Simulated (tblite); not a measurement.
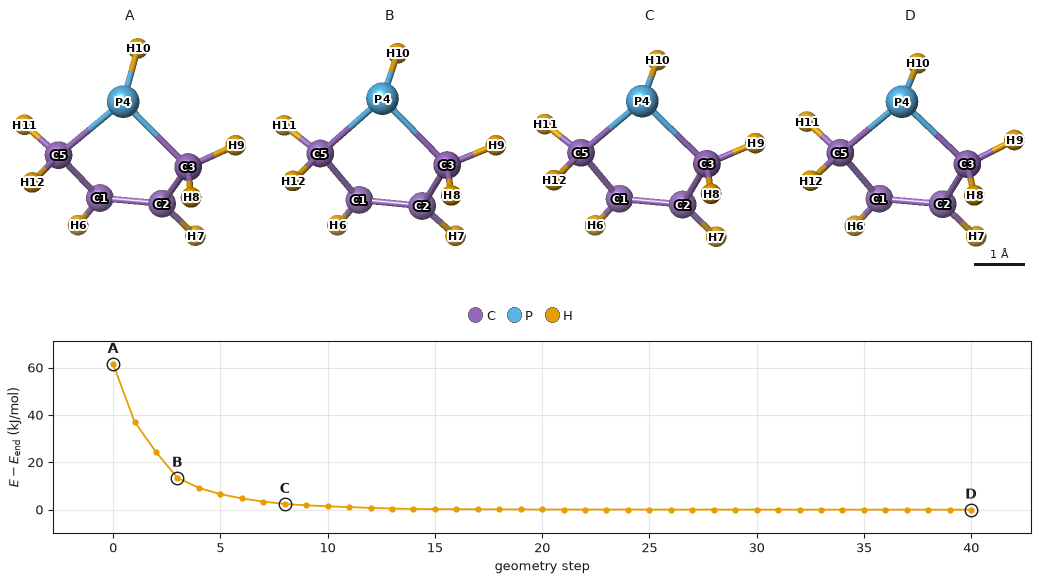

Frames of a relaxation of C4H7P, marked on the history of the run. The picture is a ball-and-stick view, seen at a tilt.

All numbers below come from tblite, GFN2-xTB geometry optimisation, gas phase. 

### Describe the path.

The energy falls by 61.5 kJ/mol in 40 geometry steps. The largest move after the best rigid fit is that of H10, 0.30 Å. By element the largest moves are H 0.30 Å, P 0.15 Å, C 0.07 Å. Some distances before and after: P4–H10 1.483 → 1.406 Å, C2–C3 1.454 → 1.499 Å, C1–H6 1.118 → 1.079 Å, C1–C5 1.463 → 1.498 Å. Bond angles that change, for instance: C3–P4–H10 108.4° → 93.8°, C5–P4–H10 107.1° → 93.7°, H8–C3–H9 113.7° → 107.3°. The run took 0.17 s on 1 thread of Arm Neoverse V1, on a shared host. From step 0 to 3: P4 moves most (0.13 Å), energy −48.0 kJ/mol. From step 3 to 8: H10 moves most (0.14 Å), energy −11.1 kJ/mol. From step 8 to 40: H12 moves most (0.08 Å), energy −2.39 kJ/mol.
